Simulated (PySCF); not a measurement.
# NMR shielding calculation of SiP4H8

- system: SiP4H8
- method: GIAO PBE0/pcSseg-1 NMR shielding, non-relativistic, IEF-PCM chloroform (PySCF 2.14.0)

The geometry comes from this level: PBE0-D3(BJ)/def2-SVP. It belongs to a series of runs on one base structure; here: solvent chloroform. Figures and captions count atoms from 1; the log counts them from 0 in places.

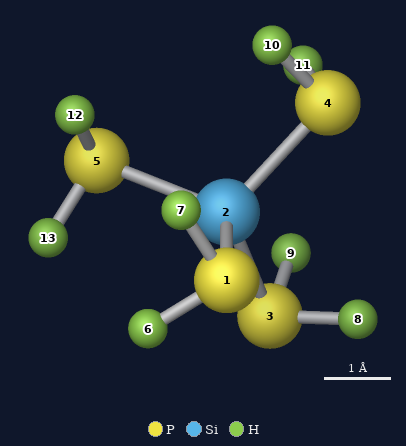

Fig. 1: The input geometry (ball-and-stick view, seen at a tilt; atoms are numbered from 1 in the order of the input). Bond lengths as drawn: H–P 1.43 Å and P–Si 2.27 Å.

### Summary

```csv
quantity,value
outcome,converged
total energy,−1659.030192 hartree
HOMO,−7.06 eV
LUMO,−0.47 eV
dipole moment,1.94 D
"isotropic shielding, P",521.8 to 566.7 ppm
"isotropic shielding, Si",340.7 ppm
"isotropic shielding, H",28.7 to 29.2 ppm
hardware,"1 CPU thread, shared host"
wall time,30 s
peak memory,0.81 GiB
```

### Input file
```
{"job": {"kind": "nmr", "xc": "PBE0", "basis": "pcSseg-1", "solvent": "chloroform", "pop": true}, "charge": 0, "multiplicity": 1}
P     -0.665622    -0.801196     2.048220
Si     0.173413    -0.044957     0.080186
P      2.119581    -1.172254    -0.213959
P      0.564446     2.168119     0.378992
P     -1.018426    -0.419381    -1.813228
H     -1.078304    -2.053289     1.494531
H     -1.942888    -0.189178     1.847963
H      2.769202    -0.509418     0.873135
H      2.609367    -0.255863    -1.196261
H     -0.809821     2.546671     0.246223
H      0.848802     2.385341    -1.006194
H     -2.236131     0.093321    -1.267109
H     -1.326346    -1.775788    -1.480978
```

The first line tells a small driver script what to run in PySCF; the rest is the geometry in Å.

Launch command:
```bash
OMP_NUM_THREADS=1 python <driver script> task.json out
```

### Log
```
coarse grid: 13080 points
cycle   1  E = -1658.9888902549  dE = -1.692e-02  |g| = 1.961e-01  |ddm| = 3.278e+00
cycle   2  E = -1658.9921480868  dE = -3.258e-03  |g| = 1.669e-01  |ddm| = 5.059e-01
cycle   3  E = -1659.0002015398  dE = -8.053e-03  |g| = 3.864e-02  |ddm| = 2.977e-01
cycle   4  E = -1659.0005969244  dE = -3.954e-04  |g| = 1.080e-02  |ddm| = 6.570e-02
cycle   5  E = -1659.0006385415  dE = -4.162e-05  |g| = 2.393e-03  |ddm| = 2.250e-02
cycle   6  E = -1659.0006401496  dE = -1.608e-06  |g| = 1.660e-04  |ddm| = 3.777e-03
final grid: 102608 points
cycle   7  E = -1659.0301889504  dE = -1.818e-05  |g| = 3.313e-03  |ddm| = 2.925e-02
cycle   8  E = -1659.0301895092  dE = -5.588e-07  |g| = 3.079e-03  |ddm| = 8.835e-03
cycle   9  E = -1659.0301917754  dE = -2.266e-06  |g| = 3.585e-04  |ddm| = 4.480e-03
cycle  10  E = -1659.0301918206  dE = -4.516e-08  |g| = 1.192e-04  |ddm| = 7.767e-04
cycle  11  E = -1659.0301918252  dE = -4.652e-09  |g| = 8.268e-06  |ddm| = 1.849e-04
cycle  12  E = -1659.0301918252  dE = -1.592e-11  |g| = 2.330e-06  |ddm| = 2.189e-05
```

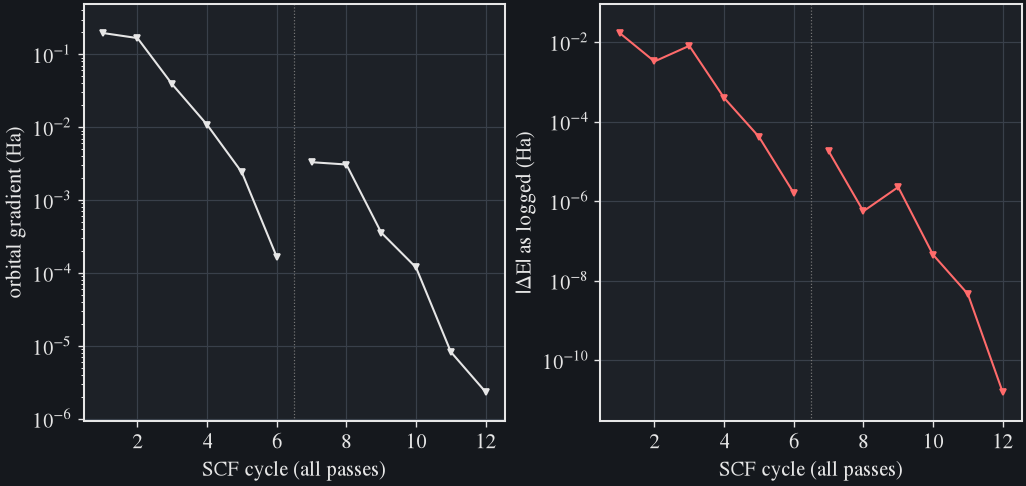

Fig. 2: Convergence of the self-consistent field: orbital gradient and size of the energy change against the SCF cycle. The dotted line marks the change from a coarse to the final integration grid. The first 6 cycles use a coarse grid, the final grid takes over at cycle 7, and the field converges after 12 cycles in all.

```
converged SCF energy = -1659.0301918252

GIAO shielding tensors (ppm)
atom      isotropic    diamagn.    paramagn.     s11        s22        s33       span
  0 P      535.283     967.709    -432.426    491.887    545.723    568.239     76.353
  1 Si     340.717     881.722    -541.005    298.660    337.024    386.468     87.808
  2 P      566.684     967.404    -400.719    504.495    577.814    617.743    113.248
  3 P      550.202     967.802    -417.599    494.834    577.694    578.078     83.244
  4 P      521.772     968.173    -446.401    472.632    525.355    567.328     94.696
  5 H       28.979      29.968      -0.989     24.242     26.842     35.854     11.612
  6 H       28.964      30.178      -1.214     24.345     26.968     35.579     11.234
  7 H       29.114      29.274      -0.160     24.145     26.760     36.436     12.291
  8 H       29.173      29.579      -0.406     24.189     27.096     36.234     12.046
  9 H       28.943      30.173      -1.230     23.826     26.865     36.137     12.312
 10 H       29.073      29.979      -0.906     24.316     27.005     35.898     11.582
 11 H       28.891      30.523      -1.632     24.533     26.903     35.238     10.705
 12 H       28.717      30.183      -1.466     23.834     26.579     35.739     11.904
```

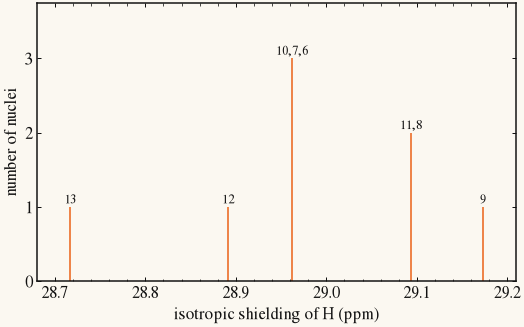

Fig. 3: Isotropic shieldings of the hydrogen nuclei in this fixed geometry, labelled by atom number; shielding grows to the right, so chemical shift grows to the left. The least shielded is H13 (28.7 ppm), the most shielded H9 (29.2 ppm).

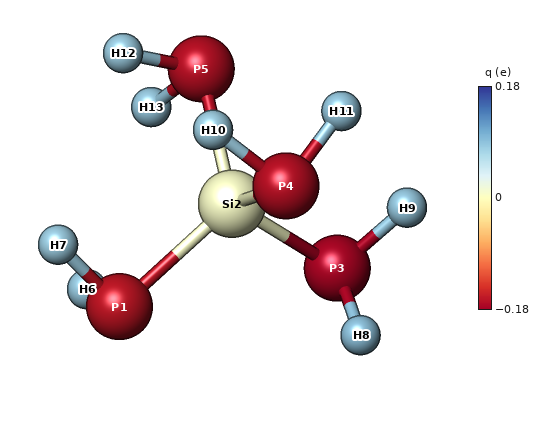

Fig. 4: Mulliken charges, as the colour of each atom (ball-and-stick view, seen at a tilt; atoms are numbered from 1 in the order of the input). By element: P −0.17 to −0.16, Si +0.01 and H +0.08 to +0.09 e.
